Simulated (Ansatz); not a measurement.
BCl2F: several calculations on one system

**1. Relaxation**

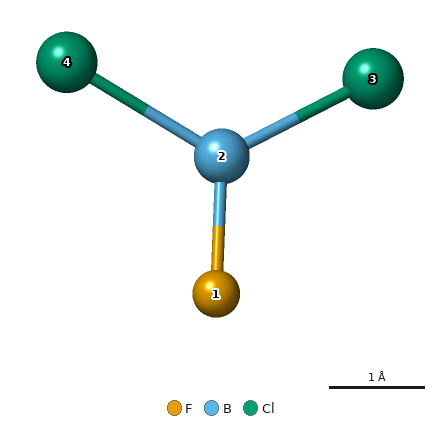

This is the input geometry for a relaxation of BCl₂F (coarse preliminary run). The picture is a ball-and-stick view, seen at a tilt.

Method: Ansatz 0.2.0, RKS PBE-D4/def2-SVP.

Input file:
```yaml
crystal:
  periodic: [false, false, false]
  atoms:
    - {symbol: F, position_ang: [0.157400, -1.319300, -0.864500]}
    - {symbol: B, position_ang: [-0.003400, -0.092300, -0.058500]}
    - {symbol: Cl, position_ang: [-1.666700, 0.406300, 0.622100]}
    - {symbol: Cl, position_ang: [1.568200, 0.945000, 0.280600]}
basis:
  gaussian: {orbitals: def2-SVP}
hamiltonian: {xc: pbe, dispersion: d4}
relax: {f_tol: 0.03, max_steps: 250}
```

Q: Where does the relaxation end?

A: The largest move after the best rigid fit is that of F1, 0.15 Å. By element the largest moves are F 0.15 Å, Cl 0.14 Å, B 0.03 Å. Among the contacts that change: B2–Cl4 1.913 → 1.753 Å, F1–B2 1.477 → 1.323 Å, B2–Cl3 1.865 → 1.753 Å. Among the angles between lasting bonds that change: F1–B2–Cl3 121.2° → 119.2°, F1–B2–Cl4 117.2° → 119.2°. The optimiser took 4 steps. The run took of the order of 7 core-seconds on a shared host.

The structure at the end:

```xyz
4

F     0.1309   -1.1969   -0.7839
B     0.0221   -0.0960   -0.0583
Cl   -1.5497    0.3639    0.5678
Cl    1.4522    0.8687    0.2541
```

The end point in the same view:

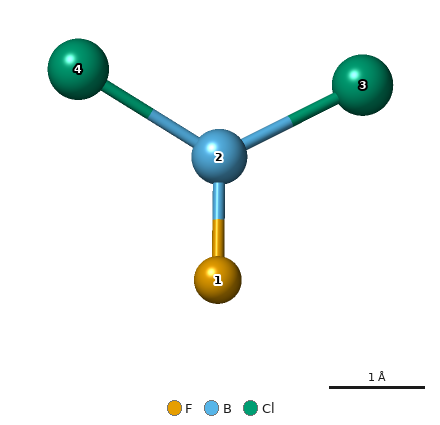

**2. A change**

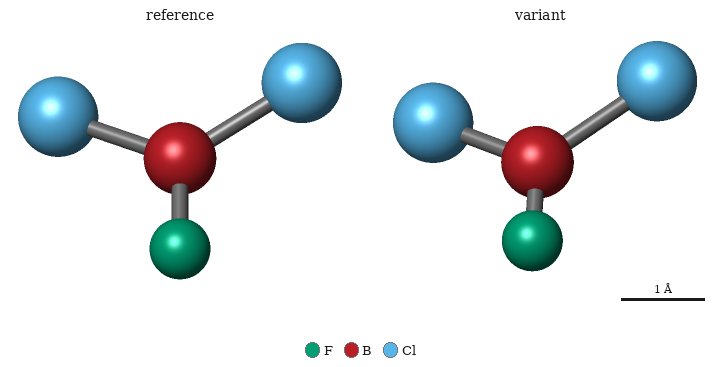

Left: BCl$_{2}$F. Right: the same structure after one change, at the same scale. The picture is a ball-and-stick view, seen at a tilt.

These are results of RKS wB97M-V/def2-TZVPP (Ansatz 0.2.0), not measurements. 

Q: Which change leads from the left to the right?

A: All atoms are moved at random (σ = 0.12 Å) from the PBE0-D4/def2-TZVP minimum.

Q: And its effect?

A: The energy rises by 62.4 kcal/mol. The largest force is 21 eV/Å, on the F atom. The forces mostly point back along the displacements (cosine −0.76). At other levels of theory the same distortion costs 64.9 kcal/mol (RKS PBE-D4/def2-TZVPP), 62.0 kcal/mol (RKS r2SCAN-D4/def2-TZVPP), 60.5 kcal/mol (RKS PBE0-D4/def2-TZVPP), 63.8 kcal/mol (RHF-CCSD(T), frozen core/def2-TZVPP). Among the bonded contacts that change: B–F 1.310 → 1.099 Å, B–Cl 1.739 → 1.543 to 1.764 Å. Bond angles that change, for instance: F–B–Cl 119.3° → 127.0°, Cl–B–Cl 121.5° → 115.0°.

**3. Distortion**

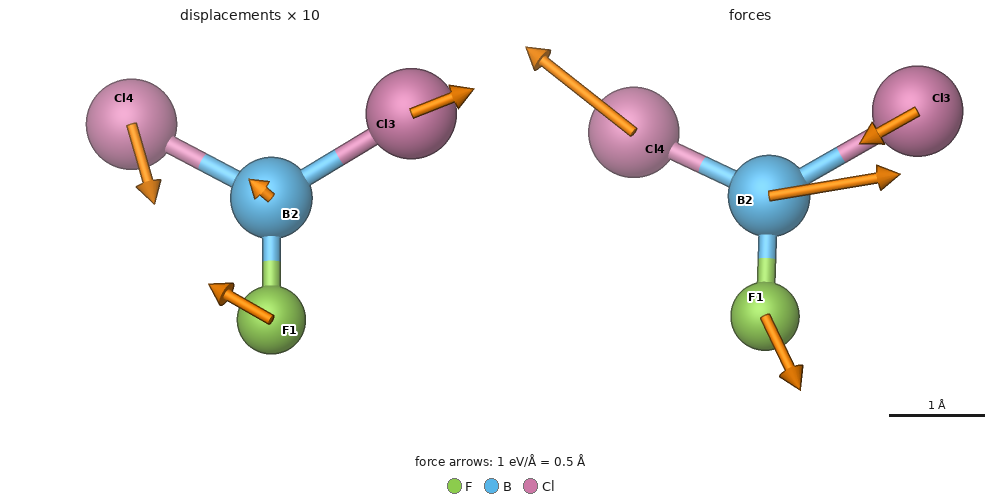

Left: BCl2F, with orange arrows for the displacements applied to it. Right: the displaced structure with the computed forces. A ball-and-stick model, seen at a tilt.

Level of theory: RKS r2SCAN-D4/def2-TZVPP in Ansatz. 

> Where do the forces point?

All atoms are moved at random (σ = 0.12 Å) from the PBE0-D4/def2-TZVP minimum. The energy rises by 5.79 kcal/mol. The largest force is 3 eV/Å, on Cl4. The forces mostly point back along the displacements (cosine −0.73). At other levels of theory the same distortion costs 6.06 kcal/mol (RKS PBE-D4/def2-TZVPP), 5.68 kcal/mol (RKS PBE0-D4/def2-TZVPP), 5.85 kcal/mol (RKS wB97M-V/def2-TZVPP), 6.03 kcal/mol (RHF-CCSD(T), frozen core/def2-TZVPP). Among the bonded contacts that change: B2–Cl4 1.739 → 1.647 Å, B2–Cl3 1.739 → 1.821 Å, F1–B2 1.310 → 1.288 Å. Bond angles that change, for instance: F1–B2–Cl4 119.3° → 114.7°, Cl3–B2–Cl4 121.5° → 125.2°.

**4. Distortion**

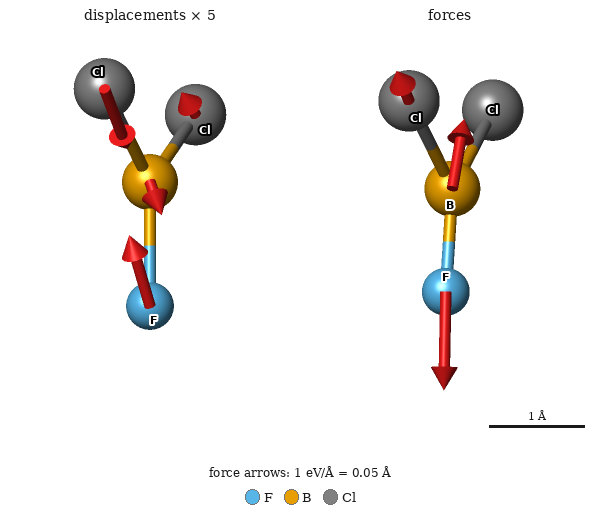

Left: BCl$_{2}$F, with red arrows for the displacements applied to it. Right: the displaced structure with the computed forces. Style: ball-and-stick. Shown from a free direction.

The calculation used Ansatz 0.2.0, RKS wB97M-V/def2-TZVPP. 

How do the forces relate to the distortion?

All atoms are moved at random (σ = 0.12 Å) from the PBE0-D4/def2-TZVP minimum. The energy rises by 62.4 kcal/mol. The largest force is 21 eV/Å, on the F atom. The forces mostly point back along the displacements (cosine −0.76). At other levels of theory the same distortion costs 64.9 kcal/mol (RKS PBE-D4/def2-TZVPP), 62.0 kcal/mol (RKS r2SCAN-D4/def2-TZVPP), 60.5 kcal/mol (RKS PBE0-D4/def2-TZVPP), 63.8 kcal/mol (RHF-CCSD(T), frozen core/def2-TZVPP). Near-neighbour distances before and after: B–F 1.310 → 1.099 Å, B–Cl 1.739 → 1.543 to 1.764 Å. Bond angles that change, for instance: F–B–Cl 119.3° → 127.0°, Cl–B–Cl 121.5° → 115.0°.
